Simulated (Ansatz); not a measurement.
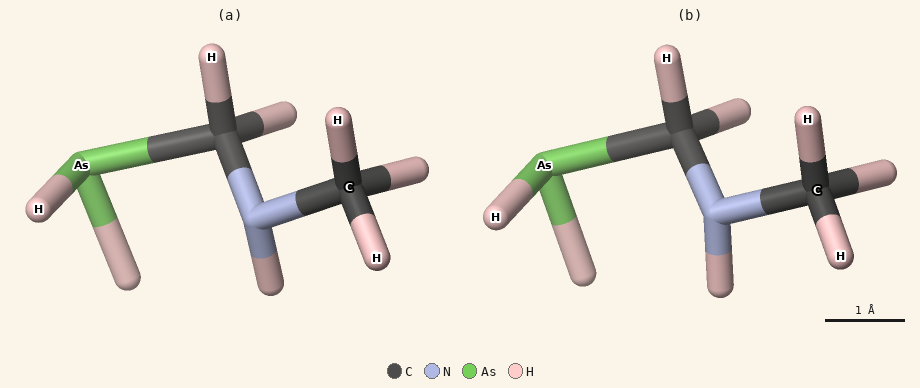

The structure of C₂H₈AsN (coarse preliminary run) before (left) and after (right) a relaxation, at one scale.

The picture is a stick view, seen at a tilt.

The start comes from a force field.

Computed with RKS PBE-D4/def2-SVP in Ansatz. Set-up: force threshold 0.03 eV/Å; at most 200 steps.

Question: Summarise the run.

Answer: The largest move after the best rigid fit is that of an H atom, 0.20 Å. Largest moves by element: H 0.20 Å, C 0.10 Å, N 0.09 Å, As 0.06 Å. Among the contacts that change: As–H 1.616 → 1.546 Å, C–H 1.176 → 1.109 Å, C–H 1.154 → 1.113 Å, C–N 1.417 → 1.453 Å. Among the angles between lasting bonds that change: C–N–C 108.1° → 113.9°, C–As–H 88.4° → 93.8°, As–C–H 110.7° → 105.6°. After 5 geometry steps the energy has fallen by 0.300 eV. Largest force component: 2.5 eV/Å at the start, 0.019 eV/Å at the end.
